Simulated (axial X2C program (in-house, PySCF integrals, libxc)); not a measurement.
# TcGa⁺: relativistic diatomic calculation

- system: TcGa⁺, single determinant with Ω = 5/2.
- method: M06, two-component X2C with atomic mean-field Coulomb and Gaunt terms, Tc dyall-v3z, Ga dyall-v3z (cores contracted) (axial X2C program (in-house, PySCF integrals, libxc))

Input:
```
{"zs": [43, 31], "q": 1, "bas": ["dyall-v3z", "dyall-v3z"], "levels": ["PBE0", "HF", "B97-3", "M06"], "cc": false, "r0": 2.52, "npts": 10, "nst": 2, "ntry": 6}
```

The line is the task of a batch: nuclear charges, charge, bases, the levels to run, a first guess of the distance and further settings. This report covers M06 with spin-orbit coupling. The log is that of the reference distance 2.917 Å.

Hardware: 1 thread of Arm Neoverse N1, 60 GiB of memory available, shared host.

The run was one of a batch that the task file lists, launched with:
```bash
python <driver script> task.json out
```

The program's output:
```
two-component X2C + atomic mean field  M06
basis functions 205  fitting functions 1192  grid points 5804
iter        total energy     max residual
   1      -6226.750708755     3.58e-01
   2      -6226.758396938     4.31e-03
   3      -6226.758631202     1.02e-02
   4      -6226.758699265     2.81e-03
   5      -6226.758710460     2.03e-03
   6      -6226.758718847     1.58e-03
   7      -6226.758720170     1.26e-04
   8      -6226.758720613     2.93e-04
   9      -6226.758720712     2.59e-05
  10      -6226.758720735     4.76e-05
  11      -6226.758720740     8.08e-06
converged
one-electron -9078.88372044  Coulomb 2818.65553652  exact exchange -54.45117534  xc functional -151.19259387  nuclear repulsion 241.82146800  atomic mean-field constant -2.70823562
```

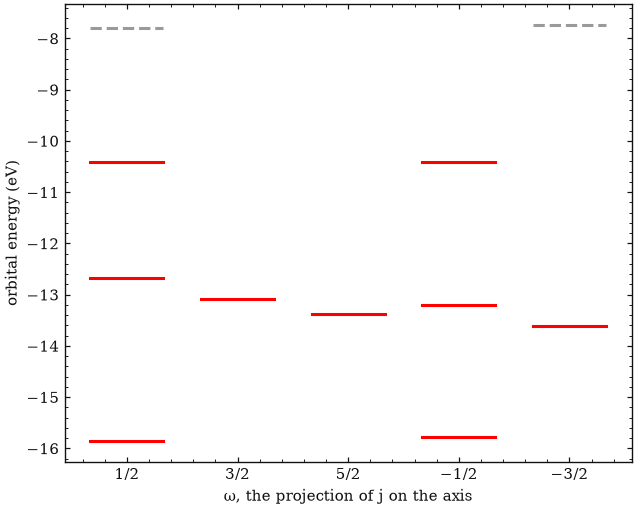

Figure 1. Orbital energies near the frontier at 2.92 Å, filled (solid) and empty (dashed). The highest filled spinor (1/2; 57 % Tc s, 33 % Ga p) lies at −10.41 eV, the lowest empty one (1/2; 62 % Tc d, 33 % Ga p) at −7.81 eV.

Outcome:

| quantity | value |
| --- | --- |
| outcome | not converged in a step after the SCF shown |
| wall time | 32 s |
| peak memory | 0.46 GiB |

Diagnosis:

The SCF whose log is shown converged, but a later step did not. The run therefore gave no full result.
